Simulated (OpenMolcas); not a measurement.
**Ti³⁺ among point charges: CASSCF and CASPT2 levels and susceptibility**

How does a field of 6 point charges split the states of Ti³⁺, and what χT follows?

Program: OpenMolcas 26.06. Level of theory: state-averaged CASSCF and CASPT2, spin-orbit coupling by RASSI with atomic mean-field integrals. These are calculated values, not measurements, unless marked.

### Step 1. What is computed

| Quantity | Value |
| --- | --- |
| Species | Ti³⁺ (titanium, Z = 22, 19 electrons) |
| Basis | ANO-RCC-VDZP [5s4p2d1f], 34 functions |
| Scalar Hamiltonian | DKH2, point nucleus |
| Inactive shells | 1s 2s 2p 3s 3p |
| Active space | 1 electron in 5 orbitals (3d) |
| Some configurations of this space | 3d |
| Orbitals | optimised for each spin and parity, averaged over all roots |

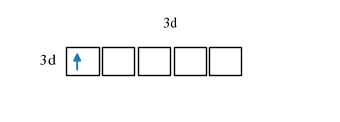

Occupation of the outer shells (arrows by Hund's rule).

The ion sits among 6 point charges of -1.6 e arranged as an octahedron (Oh), 1.77 Å from the ion.

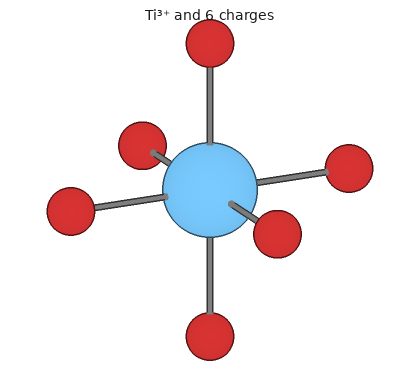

The ion and the point charges (red).

The work runs as a chain of OpenMolcas steps in one folder; each step below is one input file. Labels, J, g values, rates, χT and fits are worked out afterwards by a script from the matrices that RASSI stores. The input lists half of the charges; inversion (Group=XYZ) makes the rest.

### Step 2. Basis and integrals

a.inp reads:

```
&GATEWAY
Coord
1

Ti 0.0 0.0 0.0
Basis=ANO-RCC-VDZP
Group=XYZ
NoMove
AngMom=0.0 0.0 0.0
AMFI
XField
3 Angstrom 0
1.770000 0.000000 0.000000 -1.600000
0.000000 1.770000 0.000000 -1.600000
0.000000 0.000000 1.770000 -1.600000
&SEWARD
```

Started as:

```sh
$ OMP_NUM_THREADS=1 MOLCAS_MEM=1689 MOLCAS_PROJECT=a pymolcas a.inp > a.log
```

What it wrote:

```text
Basis set label: TI.ANO-RCC...5S4P2D1F.

      Electronic valence basis set:
      ------------------
      Associated Effective Charge  22.000000 au
      Associated Actual Charge     22.000000 au
      Nuclear Model: Point charge

      Shell  nPrim  nBasis  Cartesian Spherical Contaminant
         s      21       5        X
         p      15       4        X
         d      10       2                 X
         f       6       1                 X
                  Relativistic Douglas-Kroll-Hess integrals:
                    - DKH order of Hamiltonian: 2
                    - DKH order of Properties : 0
                  Atomic mean-field integrals
```

### Step 3. CASSCF: doublets of even parity, 5 roots

a.inp reads:

```
&RASSCF
FileOrb=start.orb
Symmetry=1
Spin=2
nActEl=1 0 0
Inactive=3 6
Ras2=5 0
CIRoot=5 5 1
SDav=5
CIMx=300
Iter=120 100
PrWF=0.3
OrbListing=Nothing
MaxOrb=0
>>> COPY $Project.JobIph JOB001
```

start.orb holds the contracted functions of the basis, ordered by shell, or the orbitals of the step before.

What it wrote (excerpt; [...] marks lines left out):

```text
[...]
      Number of active orbitals                  5
[...]
      Spin quantum number                      0.5
[...]
      Active orbitals                            5   0
[...]
      Number of CSFs                             5
      Number of root(s) required                 5
[...]
      Convergence after  9 iterations
[...]
      Natural orbitals and occupation numbers for root  1
      sym 1:   1.000000   0.000000   0.000000   0.000000   0.000000
      Natural orbitals and occupation numbers for root  2
      sym 1:   0.000000   1.000000   0.000000   0.000000   0.000000
      Natural orbitals and occupation numbers for root  3
      sym 1:   0.000000  -0.000000   0.000000   1.000000   0.000000
::    RASSCF root number  1 Total energy:   -859.71710308
::    RASSCF root number  2 Total energy:   -859.71710308
::    RASSCF root number  3 Total energy:   -859.71710308
::    RASSCF root number  4 Total energy:   -859.66695163
::    RASSCF root number  5 Total energy:   -859.66695163
```

### Step 4. RASSI: spin-orbit coupling between the states

a.inp reads:

```
&RASSI
NrOfJobIphs=1 5
1 2 3 4 5
IphNames
JOB001
EJob
SpinOrbit
DIPRint=1.0
SOCoupling=1000.0
Subsets=2
Property=9
'ANGMOM' 1 'ANGMOM' 2 'ANGMOM' 3 'MLTPL  1' 1 'MLTPL  1' 2 'MLTPL  1' 3
'AMFI' 1 'AMFI' 2 'AMFI' 3
SOProperty=3
'ANGMOM' 1 'ANGMOM' 2 'ANGMOM' 3
```

What it wrote (excerpt; [...] marks lines left out):

```text
SPIN-FREE ENERGIES:
  (Shifted by EMIN (a.u.) =       -859.7171030806)
 SF State       Relative EMIN(au)   Rel lowest level(eV)    D:o, cm**(-1)      L_eff
     1             0.0000000000        0.0000000000              0.0000         2.0
     2             0.0000000000        0.0000000000              0.0000         2.0
     3             0.0000000000        0.0000000000              0.0000         2.0
     4             0.0501514483        1.3646904309          11006.9706         2.0
     5             0.0501514483        1.3646904309          11006.9706         2.0
     Dipole printing threshold changed to   1.00000000E+00
Eigenvalues of complex Hamiltonian:
   -----------------------------------
  (Shifted by EMIN (a.u.) =       -859.7171030806)
 SO State       Relative EMIN(au)   Rel lowest level(eV)    D:o, cm**(-1)     J-value
     1            -0.0003243664        0.0000000000              0.0000         1.7
     2            -0.0003243664        0.0000000000              0.0000         1.6
     3            -0.0003243664        0.0000000000              0.0000         1.4
     4            -0.0003243664        0.0000000000              0.0000         1.3
     5             0.0006220341        0.0257528685            207.7109         2.0
     6             0.0006220341        0.0257528685            207.7109         2.0
     7             0.0501647976        1.3738801433          11081.0907         2.1
     8             0.0501647976        1.3738801433          11081.0907         2.1
     9             0.0501647976        1.3738801433          11081.0907         1.2
    10             0.0501647976        1.3738801433          11081.0907         1.2
Weights of the five most important spin-orbit-free states for each spin-orbit state.
[...]
```

These steps: 2.4 s of run time, 1 thread of Arm Neoverse N1, shared host.

States without spin-orbit coupling:

```csv
state,degeneracy,E (cm-1),free-ion L (%)
2T2,3,0,D (100)
2E,2,11007,D (100)
```

With spin-orbit coupling:

```
E (cm-1)  Degeneracy  Label  2S+1               g
     0.0           4     Γ8     2                
   207.7           2     Γ7     2  2.00 2.00 2.00
   11081           4     Γ8     2
```

Principal g values are given for doublets only; a zero marks a field direction without first-order Zeeman splitting.

Powder χT (cm³ K/mol): 0.01 at 2 K, 0.01 at 5 K, 0.03 at 10 K, 0.05 at 20 K, 0.13 at 50 K, 0.24 at 100 K, 0.33 at 150 K, 0.39 at 200 K, 0.44 at 250 K, 0.47 at 300 K.

A ligand-field fit to the states below 45000 cm-1 gives 10Dq = 11007 cm-1, the gap between the two states.

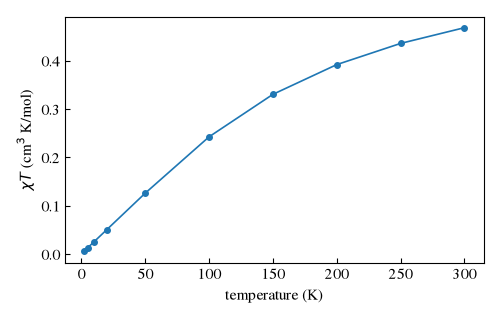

χT against temperature.

### Step 5. CASPT2: IPEA 0.25, imaginary shift 0.1 (closed shells correlated: 3s 3p)

a.inp reads:

```
>>> COPY JOB001 $Project.JobIph
&CASPT2
Multistate=5 1 2 3 4 5
NoMult
Frozen=2 3
IPEA=0.25
Imaginary=0.1
MaxIter=60
WThr=0.0 0.3 0.05
PrWF=0.5
NoMix
```

What it wrote:

```text
Orbital specifications:
      -----------------------

      Symmetry species                           1   2
                                                ag  au
      Frozen orbitals                            2   3
      Inactive orbitals                          1   3
      Active orbitals                            5   0
      Secondary orbitals                         7  13
      Deleted orbitals                           0   0
      Number of basis functions                 15  19
Type of calculation                        SS-CASPT2
      Fock operator                              state-specific
      IPEA shift                                 0.25
      Real shift                                 0.00
      Imaginary shift                            0.10
      The input orbitals will be transformed to quasi-canonical
Reference energy:        -859.7171030806
      E2 (Non-variational):      -0.2106899433
      Shift correction:          -0.0000881199
      E2 (Variational):          -0.2107780632
      Total energy:            -859.9278811437
      Residual norm:              0.0000000472
      Reference weight:           0.96020
      Contributions to the CASPT2 correlation energy
      Active & Virtual Only:          0.0000000003
      One Inactive Excited:          -0.0403257386
      Two Inactive Excited:          -0.1703642050
Reference energy:        -859.7171030805
      E2 (Non-variational):      -0.2106876142
      Shift correction:          -0.0000881145
      E2 (Variational):          -0.2107757287
      Total energy:            -859.9278788092
      Residual norm:              0.0000000458
      Reference weight:           0.96020
      Contributions to the CASPT2 correlation energy
      Active & Virtual Only:          0.0000000003
      One Inactive Excited:          -0.0403240159
      Two Inactive Excited:          -0.1703635985
::    CASPT2 Root  1     Total energy:   -859.92788114
::    CASPT2 Root  2     Total energy:   -859.92787881
::    CASPT2 Root  3     Total energy:   -859.92787882
::    CASPT2 Root  4     Total energy:   -859.87593269
::    CASPT2 Root  5     Total energy:   -859.87601429
```

This run: 0.77 s of run time, 1 thread of Arm Neoverse N1, shared host.

SS-CASPT2: lowest energy less the reference's lowest, -0.2108 hartree; reference weights 0.960 to 0.961.

States without spin-orbit coupling:

```csv
state,degeneracy,E (cm-1),free-ion L (%)
2T2,3,0,D (100)
2E,2,11392,D (100)
```

With spin-orbit coupling:

| E (cm-1) | Degeneracy | Label | 2S+1 | g |
| --- | --- | --- | --- | --- |
| 0 | 4 | Γ8 | 2 |  |
| 210 | 2 | Γ7 | 2 | 2.00 2.00 2.00 |
| 11470 | 4 | Γ8 | 2 |  |

Powder χT (cm³ K/mol): 0.01 at 2 K, 0.01 at 5 K, 0.03 at 10 K, 0.05 at 20 K, 0.13 at 50 K, 0.24 at 100 K, 0.33 at 150 K, 0.39 at 200 K, 0.44 at 250 K, 0.47 at 300 K.

A ligand-field fit to the states below 45000 cm-1 gives 10Dq = 11392 cm-1, the gap between the two states.

### Step 6. The methods side by side

A. CASSCF
B. SS-CASPT2, IPEA 0.25, imaginary shift 0.1 (closed shells correlated: 3s 3p)

```csv
method,ground state,first state of that spin (cm-1),first gap with spin-orbit (cm-1),χT at 300 K
A,2T2,2E 11010,207.7,0.47
B,2T2,2E 11390,207.6,0.47
```

### Step 7. Outcome

```
                                            quantity                                                                        value
                                              method  SS-CASPT2, IPEA 0.25, imaginary shift 0.1 (closed shells correlated: 3s 3p)
                              spin-free ground state                                              2T2, 3-fold in its orbital part
first state of the same spin within the active space                                                             2E at 11400 cm⁻¹
                                        lowest level                                                                    4-fold Γ8
                                          next level                                                                   207.6 cm⁻¹
                                         χT at 300 K                                                               0.47 cm³ K/mol
                           effective moment at 300 K                                                                      1.93 μB
```

Cost by method:

```csv
method,time of its own steps,time with the reference
A. CASSCF,2.4 s,2.4 s
"B. SS-CASPT2, IPEA 0.25, imaginary shift 0.1, +3s 3p",0.77 s,3.2 s
```

Times are of one thread on a shared host.

In words: The spin-free ground state (2T2) comes to 100 % from free-ion D terms and keeps the highest spin of the shell. χT at 300 K is 0.47, against 0.38 cm³ K/mol for the spin alone, so orbital moment adds to it. A ligand-field fit to the states below 45000 cm-1 gives 10Dq = 11392 cm-1, the gap between the two states. CASPT2 does not keep the components of a term degenerate, and the means are used. The field of point charges can differ much from that of real complexes. Point charges carry no covalency, so the field is a model and not that of real ligands.
